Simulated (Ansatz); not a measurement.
**H2O (triplet): wave-function methods side by side at distance H1–H2 along a hydrogen transfer = 0.745 Å, cc-pVTZ**

How much of the correlation energy of H2O (triplet) does each wave-function method recover here?

The runs use Ansatz 0.2.0, Gaussian basis; cc-pVTZ, core rule «outside noble gas», up to 1 orbitals frozen.

Plan: UHF; CCSD(T) on ROHF; CCSD(T) on UHF; BCCD(T) on ROHF; CISD; CCSDT(Q) on ROHF; CCSDT(Q) on UHF; CASSCF and NEVPT2, 4 electrons in 4 orbitals; CASSCF and MRCISD+Q, 8 electrons in 6 orbitals; CASSCF and NEVPT2, 8 electrons in 6 orbitals.

5 further runs of the same task are left out: 4 that didn't finish, 1 set aside as unsound or not needed.

### Step 1. What is computed

The geometry derives from fragments relaxed apart (PBE0/def2-TZVP) and kept rigid, so it is no stationary point. A hydrogen atom is moved between rigid fragments.

3 atoms, charge 0, spin multiplicity 3.

Atoms are counted from 1 here; the program's logs count them from 0.

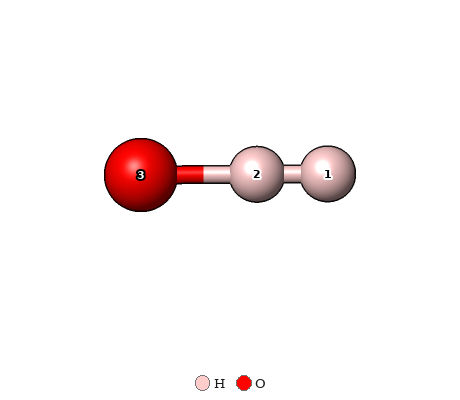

The structure; hydrogen pink, oxygen red; atoms are numbered from 1 in the order of the file.

### Step 2. UHF

Contents of in.yaml:

```yaml
crystal:
  periodic: [false, false, false]
  atoms:
    - {symbol: H, position_ang: [0.000000, 0.000000, -0.903667]}
    - {symbol: H, position_ang: [0.000000, 0.000000, -0.158667]}
    - {symbol: O, position_ang: [0.000000, 0.000000, 1.062333]}
basis:
  gaussian: {orbitals: cc-pVTZ}
magnetization: {spin_polarized: true, initial_magnetization: 2}
hamiltonian: {xc: hf}
output: {orbitals: {seedname: orbitals}}
```

Launch:

```console
$ ansatz run in.yaml --threads 1 --pin off --events-out ev --progress --plain --max-ram 2393MiB
```

Further steps of the session: CCSD(T) on ROHF; CCSD(T) on UHF; BCCD(T) on ROHF; CISD; CCSDT(Q) on ROHF; CCSDT(Q) on UHF; CASSCF and NEVPT2, 4 electrons in 4 orbitals; CASSCF and MRCISD+Q, 8 electrons in 6 orbitals; CASSCF and NEVPT2, 8 electrons in 6 orbitals.

**Question.** What will the summary of the whole plan be? Wanted: UCCSDT(Q) below the RHF energy; RMP2 from UCCSDT(Q); UMP2 from UCCSDT(Q); RCCSD from UCCSDT(Q); RCCSD(T) from UCCSDT(Q); UCCSD(T) from UCCSDT(Q); RCCSDT(Q) from UCCSDT(Q); NEVPT2 pair from UCCSDT(Q); NEVPT2 valence from UCCSDT(Q).

The runs gave:

```
                         quantity                                                   value
   UCCSDT(Q) below the RHF energy                                              -6.4812 eV
              RMP2 from UCCSDT(Q)                                              +825.4 meV
              UMP2 from UCCSDT(Q)                                              +809.0 meV
             RCCSD from UCCSDT(Q)                                              +163.4 meV
          RCCSD(T) from UCCSDT(Q)                                               +20.3 meV
          UCCSD(T) from UCCSDT(Q)                                               +18.3 meV
         RCCSDT(Q) from UCCSDT(Q)                                                +2.3 meV
       NEVPT2 pair from UCCSDT(Q)                                              +687.8 meV
    NEVPT2 valence from UCCSDT(Q)                                              +978.7 meV
  MRCISD+Q valence from UCCSDT(Q)                                               +67.2 meV
levels within 1 kcal/mol (43 meV)  RCCSD(T), UCCSD(T), BCCD(T), RCCSDT, UCCSDT, RCCSDT(Q)
                    T1 diagnostic                                                   0.038
   effectively unpaired electrons                                                    2.01
```

RCCSD(T) lands +20.3 meV from the yardstick (0.3 % of the correlation energy). One determinant dominates. Of the multireference levels listed MRCISD+Q valence comes nearest in total energy (+67.2 meV), which doesn't show that its space is the better one. These misses are within one basis, not against nature; the frozen cores of restricted and unrestricted runs differ, which can shift their rows.
